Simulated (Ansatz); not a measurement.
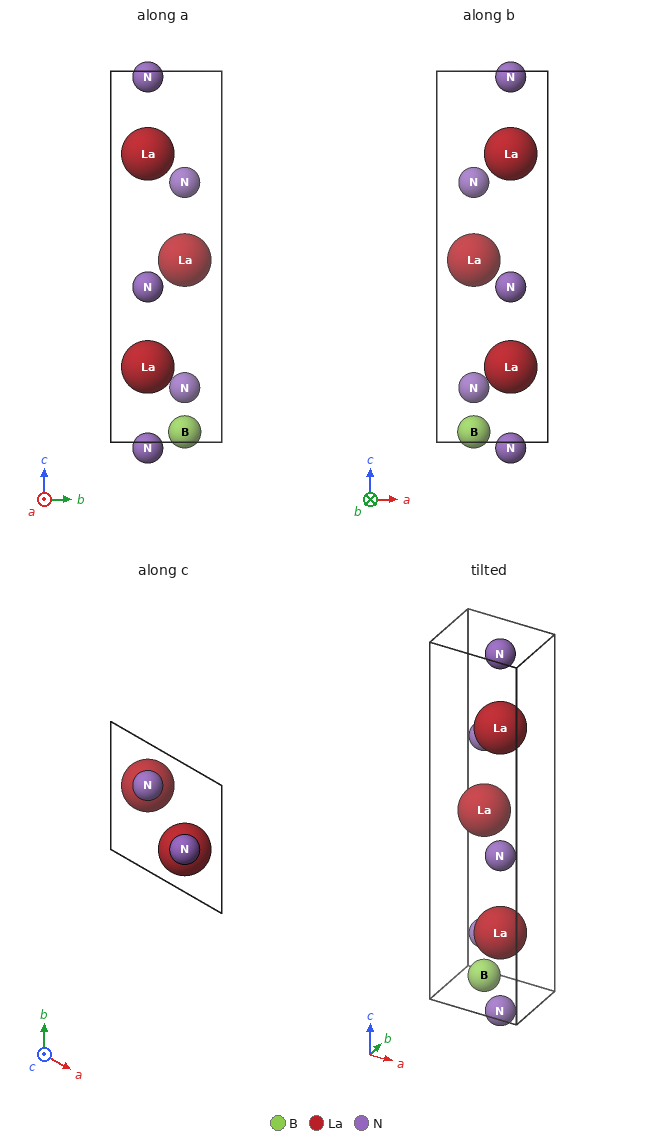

Structure drawing (spheres-only), viewed along the a axis, along the b axis, along the c axis and slightly off an axis. The edges of the conventional unit cell are marked.

Lattice parameters: a = 3.937 Å, b = 3.937 Å, c = 11.426 Å, α = 90.00°, β = 90.00°, γ = 120.00°.

Reconstruct the structure as a table of Wyckoff sites, with free fractional coordinates to two decimals.

Answer. Space group P3m1 (No. 156).
```tsv
atom	site	x	y	z
B	1b	0.3333	0.6667	0.03
La	1b	0.3333	0.6667	0.49
La	1c	0.6667	0.3333	0.20
La	1c	0.6667	0.3333	0.78
N	1b	0.3333	0.6667	0.15
N	1b	0.3333	0.6667	0.70
N	1c	0.6667	0.3333	0.42
N	1c	0.6667	0.3333	0.98
```

The model was built from a structure type filled with these elements by a generator (whether the compound takes this form wasn't checked). Earlier steps of the study may have refined or changed the cell and positions. A calculation with Ansatz used it as input.
